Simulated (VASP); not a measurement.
# BiAs: structure and properties in VASP

Wanted: the relaxed cell of BiAs and its properties. The steps: full relaxation (rSCAN + D3(BJ)), second relaxation, single point with fields (rSCAN + D3(BJ)), bands along the symmetry lines (rSCAN + D3(BJ)), total and projected DOS (rSCAN + D3(BJ)), vibrations at Γ (rSCAN + D3(BJ)) and independent-particle dielectric function (rSCAN + D3(BJ)). The cell is invented: it takes the structure of COD entry 9008845, GaAs (space group 216 there), with some of its atoms replaced by other elements, volume scaled by an estimate. It may not be a known or stable phase. Left out of this account: 1 further run (relaxation: it shows nothing beyond the runs told).

Main program and level: VASP 6.6.1; rSCAN with D3(BJ); plane waves and PAW (Bi_d, As); invented cell.

**1. Starting point**

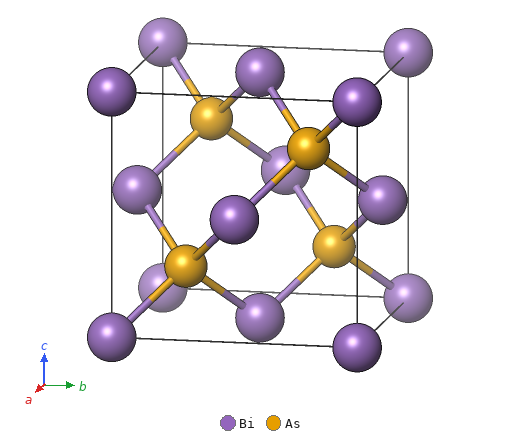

The starting structure, seen slightly off an axis (bismuth purple, arsenic orange). This picture shows the conventional cell, with its axes. Bonds to atoms that aren't drawn are left out. Some periodic images of atoms are drawn too.

**2. Full relaxation (rSCAN + D3(BJ))**

The start need not lie at this functional's minimum. ISIF = 3 frees volume, shape and positions, and EDIFFG sets the threshold on forces and stress at which the search stops. A dispersion term adds the long-range attraction that semilocal functionals lack. D3 with Becke-Johnson damping keeps a finite attraction at short range.

The input, INCAR:

```
SYSTEM = BiAs
PREC = Accurate
ENCUT = 400
EDIFF = 1E-06
NELM = 100
ISMEAR = -1
SIGMA = 0.05
LREAL = .FALSE.
ALGO = Normal
METAGGA = RSCAN
IVDW = 12
VDW_S6 = 1
VDW_S8 = 1.08859014
VDW_A1 = 0.47023427
VDW_A2 = 5.73408312
LASPH = .TRUE.
LORBIT = 11
LWAVE = .FALSE.
LCHARG = .FALSE.
IBRION = 2
NSW = 60
ISIF = 3
EDIFFG = -0.01
```

The input, POSCAR:

```
BiAs
1.0
    0.0000000000      3.0605250000      3.0605250000
    3.0605250000      0.0000000000      3.0605250000
    3.0605250000      3.0605250000      0.0000000000
Bi As
1 1
Direct
    0.0000000000      0.0000000000      0.0000000000
    0.2500000000      0.2500000000      0.2500000000
```

The input, KPOINTS:

```
Automatic mesh
0
Gamma
6 6 6
0 0 0
```

Potentials, in the order of the species: Bi_d and As (PBE family, release 64).

Command:

```bash
$ mpirun -np 1 vasp_std
```

The log of the run:

```text
[banner, memory and clock lines left out]
running    1 mpi-ranks, on    1 nodes
 distrk:  each k-point on    1 cores,    1 groups
 distr:  one band on    1 cores,    1 groups

 POSCAR found type information on POSCAR BiAs
 POSCAR found :  2 types and       2 ions
|                                                                             |
|               ----> ADVICE to this user running VASP <----                  |
|                                                                             |
|     You enforced a specific xc type in the INCAR file but a different       |
|     [... a line on the potential file left out ...]
|     I HOPE YOU KNOW WHAT YOU ARE DOING!                                     |
|                                                                             |

 LDA part: xc-table for (None), standard interpolation
 POSCAR, INCAR and KPOINTS ok, starting setup
 FFT: planning ... GRIDC
 FFT: planning ... GRID_SOFT
 FFT: planning ... GRID
 WAVECAR not read
 entering main loop
       N       E                     dE             d eps       ncg     rms          rms(c)
DAV:   1     0.249254723940E+02    0.24925E+02   -0.90321E+03   448   0.122E+03
DAV:   2    -0.120349507258E+03   -0.14527E+03   -0.14357E+03   490   0.339E+02
DAV:   3    -0.129908799551E+03   -0.95593E+01   -0.94357E+01   618   0.987E+01
DAV:   4    -0.130103294755E+03   -0.19450E+00   -0.19444E+00   506   0.163E+01
DAV:   5    -0.130110861444E+03   -0.75667E-02   -0.75664E-02   648   0.280E+00    0.329E+00
DAV:   6    -0.125845302567E+03    0.42656E+01   -0.11441E+00   544   0.189E+01    0.193E+00
DAV:   7    -0.125830079561E+03    0.15223E-01   -0.20198E-01   508   0.343E+00    0.104E+00
DAV:   8    -0.125831739201E+03   -0.16596E-02   -0.88642E-03   590   0.108E+00    0.501E-01
DAV:   9    -0.125832654896E+03   -0.91570E-03   -0.29372E-03   534   0.518E-01    0.739E-02
DAV:  10    -0.125832508600E+03    0.14630E-03   -0.49599E-04   550   0.326E-01    0.231E-02
DAV:  11    -0.125832531838E+03   -0.23239E-04   -0.78277E-05   500   0.115E-01    0.140E-02
DAV:  12    -0.125832528514E+03    0.33249E-05   -0.14312E-05   592   0.589E-02    0.513E-03
DAV:  13    -0.125832528906E+03   -0.39204E-06   -0.26282E-06   326   0.199E-02
   1 F= -.12633627E+03 E0= -.12633303E+03  d E =-.126336E+03
 curvature:   0.00 expect dE= 0.000E+00 dE for cont linesearch  0.000E+00
 trial: gam= 0.00000 g(F)=  0.669E-46 g(S)=  0.267E+01 ort = 0.000E+00 (trialstep = 0.100E+01)
 search vector abs. value=  0.267E+01
 bond charge predicted
       N       E                     dE             d eps       ncg     rms          rms(c)
DAV:   1    -0.150028320814E+03   -0.24196E+02   -0.11465E+03   562   0.798E+02    0.239E+01
DAV:   2    -0.132721725140E+03    0.17307E+02   -0.54244E+01   496   0.972E+01    0.124E+01
DAV:   3    -0.126470109164E+03    0.62516E+01   -0.29557E+01   538   0.717E+01    0.268E+00
DAV:   4    -0.126390135918E+03    0.79973E-01   -0.11626E+00   520   0.118E+01    0.113E+00
DAV:   5    -0.126374120549E+03    0.16015E-01   -0.91139E-02   498   0.203E+00    0.509E-01
DAV:   6    -0.126374664465E+03   -0.54392E-03   -0.25481E-02   586   0.169E+00    0.290E-01
DAV:   7    -0.126373639497E+03    0.10250E-02   -0.16216E-02   544   0.201E+00    0.151E-01
DAV:   8    -0.126373252102E+03    0.38739E-03   -0.25683E-03   550   0.733E-01    0.264E-02
DAV:   9    -0.126373292908E+03   -0.40806E-04   -0.14588E-04   502   0.173E-01    0.126E-02
DAV:  10    -0.126373288767E+03    0.41408E-05   -0.18597E-05   672   0.497E-02    0.318E-03
DAV:  11    -0.126373288454E+03    0.31349E-06   -0.76249E-07   344   0.725E-03
   2 F= -.12670343E+03 E0= -.12670158E+03  d E =-.367160E+00
[... from here on, the cycles between the ionic steps are left out ...]
   3 F= -.12698914E+03 E0= -.12698721E+03  d E =-.652867E+00
   4 F= -.12698914E+03 E0= -.12698719E+03  d E =-.652868E+00
   5 F= -.12698914E+03 E0= -.12698720E+03  d E =-.136906E-05
   6 F= -.12698914E+03 E0= -.12698720E+03  d E =-.620325E-05
   7 F= -.12698914E+03 E0= -.12698720E+03  d E =0.152009E-06
   8 F= -.12698914E+03 E0= -.12698720E+03  d E =0.874978E-07
   9 F= -.12698914E+03 E0= -.12698720E+03  d E =-.917871E-07
  10 F= -.12698914E+03 E0= -.12698720E+03  d E =-.454235E-06
  11 F= -.12698915E+03 E0= -.12698720E+03  d E =-.117335E-05
  12 F= -.12698915E+03 E0= -.12698720E+03  d E =-.260231E-05
  13 F= -.12698915E+03 E0= -.12698721E+03  d E =-.543575E-05
  14 F= -.12698915E+03 E0= -.12698721E+03  d E =-.104188E-04
  15 F= -.12698916E+03 E0= -.12698722E+03  d E =-.195259E-04
  16 F= -.12698918E+03 E0= -.12698724E+03  d E =-.324662E-04
  17 F= -.12698919E+03 E0= -.12698726E+03  d E =-.456101E-04
 curvature:  -0.34 expect dE=-0.169E-04 dE for cont linesearch -0.169E-04
 ZBRENT: increasing intervall
 opt :   1.1868  next Energy=  -126.989223 (dE=-0.794E-04)
 bond charge predicted
       N       E                     dE             d eps       ncg     rms          rms(c)
DAV:   1    -0.126592574122E+03   -0.15115E-02   -0.21328E-02   544   0.244E+00    0.141E-01
DAV:   2    -0.126591980751E+03    0.59337E-03   -0.11261E-03   550   0.574E-01    0.605E-02
DAV:   3    -0.126591852898E+03    0.12785E-03   -0.58408E-04   532   0.385E-01    0.794E-03
DAV:   4    -0.126591851972E+03    0.92660E-06   -0.18145E-05   484   0.423E-02    0.476E-03
DAV:   5    -0.126591851627E+03    0.34460E-06   -0.14465E-06   302   0.896E-03
  18 F= -.12698915E+03 E0= -.12698723E+03  d E =-.803404E-05
 curvature:  -0.68 expect dE=-0.187E-05 dE for cont linesearch -0.187E-05
 trial: gam= 0.00000 g(F)=  0.889E-45 g(S)=  0.276E-05 ort =-0.210E-04 (trialstep = 0.238E+00)
 search vector abs. value=  0.276E-05
 reached required accuracy - stopping structural energy minimisation
```

The job ended after 8.3 min (1 MPI rank of AMD EPYC 7R43, shared host; peak memory 0.13 GiB).

Lines that name or quote the potential files are left out of all logs, and their timing lines are given in words.

Parts of OUTCAR (step 2):

```text
ion  position               nearest neighbor table
   1  0.000  0.000  0.000-   2 2.65   2 2.65   2 2.65   2 2.65
   2  0.250  0.250  0.250-   1 2.65   1 2.65   1 2.65   1 2.65

  LATTYP: Found a face centered cubic cell.
 ALAT       =     6.1210500000

 Subroutine GETGRP returns: Found 24 space group operations
 (whereof 24 operations were pure point group operations)

The static configuration has the point symmetry T_d .

 Found     16 irreducible k-points:

   k-points           NKPTS =     16   k-points in BZ     NKDIM =     16   number of bands    NBANDS=     14

   dimension x,y,z NGX =    28 NGY =   28 NGZ =   28
   dimension x,y,z NGXF=    56 NGYF=   56 NGZF=   56

   ENCUT  =  400.0 eV  29.40 Ry    5.42 a.u.   7.06  7.06  7.06*2*pi/ulx,y,z

   NELECT =      20.0000    total number of electrons

 k-points in reciprocal lattice and weights: Automatic mesh
   0.00000000  0.00000000  0.00000000       0.005
   0.16666667  0.00000000  0.00000000       0.037
   0.33333333  0.00000000  0.00000000       0.037
   0.50000000  0.00000000  0.00000000       0.019
   0.16666667  0.16666667  0.00000000       0.028
   0.33333333  0.16666667  0.00000000       0.111
   0.50000000  0.16666667  0.00000000       0.111
  -0.33333333  0.16666667  0.00000000       0.111
  -0.16666667  0.16666667  0.00000000       0.056
[...]
-0.33333333  0.33333333  0.16666667       0.111
  -0.33333333  0.50000000  0.16666667       0.056

 Edisp (eV)   -0.39813

 average (electrostatic) potential at core
       1-114.0965       2 -55.4474

 E-fermi :   3.7948

 k-point     1 :       0.0000    0.0000    0.0000
  band No.  band energies     occupation
    ...
      6     -10.0432      2.00000
      7      -3.3160      2.00000
      8       1.8645      2.00000
      9       1.8645      2.00000
     10       1.8645      2.00000
     11       4.6009      0.00000
     12       4.6009      0.00000
     13       4.6009      0.00000
     14       7.8905      0.00000

 k-point     2 :       0.1667    0.0000    0.0000
  band No.  band energies     occupation
    ...
      6      -9.8251      2.00000
      7      -4.0031      2.00000
      8       1.5642      2.00000
      9       1.5642      2.00000
     10       1.6753      2.00000
     11       5.0306      0.00000
     12       5.0306      0.00000
     13       5.0761      0.00000
     14       8.9872      0.00000

 k-point     3 :       0.3333    0.0000    0.0000
  band No.  band energies     occupation
    ...
      6      -9.2540      2.00000
      7      -5.3284      2.00000
      8       1.1282      2.00000
      9       1.1282      2.00000
     10       1.2076      2.00000
     11       5.6120      0.00000
     12       5.6120      0.00000
     13       6.7288      0.00000
     14       9.7067      0.00000

 Edisp (eV)   -0.39730

  Total      -0.00618    -0.00618    -0.00618    -0.00000    -0.00000    -0.00000
  in kB      -0.13665    -0.13665    -0.13665    -0.00000    -0.00000    -0.00000
  external pressure =       -0.14 kB  Pullay stress =        0.00 kB

  energy-cutoff  :      400.00
  volume of cell :       72.44
      direct lattice vectors                 reciprocal lattice vectors
     0.000000000  3.308620525  3.308620525    -0.151120383  0.151120383  0.151120383
     3.308620525 -0.000000000  3.308620525     0.151120383 -0.151120383  0.151120383
     3.308620525  3.308620525 -0.000000000     0.151120383  0.151120383 -0.151120383

 POSITION                                       TOTAL-FORCE (eV/Angst)
 -----------------------------------------------------------------------------------
      0.00000      0.00000      0.00000        -0.000000     -0.000000     -0.000000
      1.65431      1.65431      1.65431         0.000000      0.000000      0.000000
 -----------------------------------------------------------------------------------
    total drift:                                0.000000      0.000000      0.000000

  FREE ENERGIE OF THE ION-ELECTRON SYSTEM (eV)
  ---------------------------------------------------
  free  energy   TOTEN  =      -126.9891519991 eV

  energy  without entropy=     -126.9853007686  energy(sigma->0) =     -126.98722638

 reached required accuracy - stopping structural energy minimisation

 total charge
# of ion       s       p       d       tot
------------------------------------------
    1        1.547   1.239   9.912  12.698
    2        1.289   1.424   0.021   2.734
--------------------------------------------------
tot          2.835   2.663   9.933  15.431

[... 3 further parts left out ...]
```

The k-mesh is coarse for a metal. The PAW data sets were made with PBE, which is usual practice but a small mismatch for other functionals. After so large a change of volume the plane waves of the start cell no longer fit, so the final stress carries a basis-set error. The run keeps the 24 symmetry operations of its start, so it cannot find a distortion of lower symmetry.

Relaxation path:

```csv
step,energy less that of the first step (eV),largest force (eV/Å),pressure (GPa),volume (Å³)
1,0.0000,0.0000,16.98,57.33
2,-0.3672,0.0000,-5.49,86.43
3,-0.6529,0.0000,-0.11,72.46
4,-0.6529,0.0000,0.13,72.14
5,-0.6529,0.0000,0.12,72.14
6,-0.6529,0.0000,0.10,72.15
7,-0.6529,0.0000,0.10,72.15
8,-0.6529,0.0000,0.10,72.15
9,-0.6529,0.0000,0.10,72.15
10,-0.6529,0.0000,0.10,72.15
11,-0.6529,0.0000,0.10,72.15
12,-0.6529,0.0000,0.11,72.15
13,-0.6529,0.0000,0.12,72.16
14,-0.6529,0.0000,0.09,72.17
15,-0.6529,0.0000,0.09,72.18
16,-0.6529,0.0000,0.08,72.22
17,-0.6529,0.0000,0.06,72.29
18,-0.6529,0.0000,-0.01,72.44
```

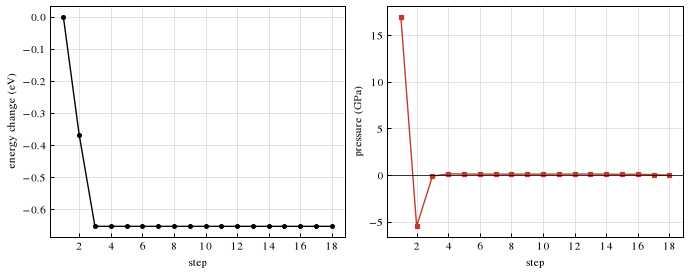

Energy and pressure along the relaxation.

```csv
"conventional cell, symmetrised",before,after,change
a (Å),6.121,6.617,+8.1 %
b (Å),6.121,6.617,+8.1 %
c (Å),6.121,6.617,+8.1 %
volume (Å³/atom),28.67,36.22,+26.3 %
```

The relaxed structure:

```xyz
2
Lattice="0.0000 3.3086 3.3086 3.3086 0.0000 3.3086 3.3086 3.3086 0.0000" Properties=species:S:1:pos:R:3 pbc="T T T"
Bi    0.0000    0.0000    0.0000
As    1.6543    1.6543    1.6543
```

Numbers from this step:

```
electrons                       : 20
bands                           : 14
irreducible k-points            : 16
symmetry operations             : 24
free energy (TOTEN)             : -126.9892 eV
energy at zero smearing         : -126.9872 eV
Fermi energy                    : 3.795 eV
pressure                        : -0.01367 GPa
metallic                        : yes
SCF cycles over all ionic steps : 80
```

It ends with forces that vanish by symmetry and a pressure of -0.01 GPa.

(Continued in part 2 of 4.)

[Lines on the potential files, build, host, timing and source positions are cut from VASP's logs without a mark.]

[Logs are printed without paths, hosts, clocks, repeated set-up lines and the standing remarks that a program may print on its own settings, such as how far it seeks lower states.]

[Hosts, paths, dates, database ids (printed as entryN), source tags and the programs' standing remarks are cut or masked in the printed files.]

[A measured line is paired with the nearest computed mode of its activity, which favours agreement.]

[In band tables of VASP the shares of atoms and orbitals are scaled to a sum of 1 inside the atoms' spheres.]
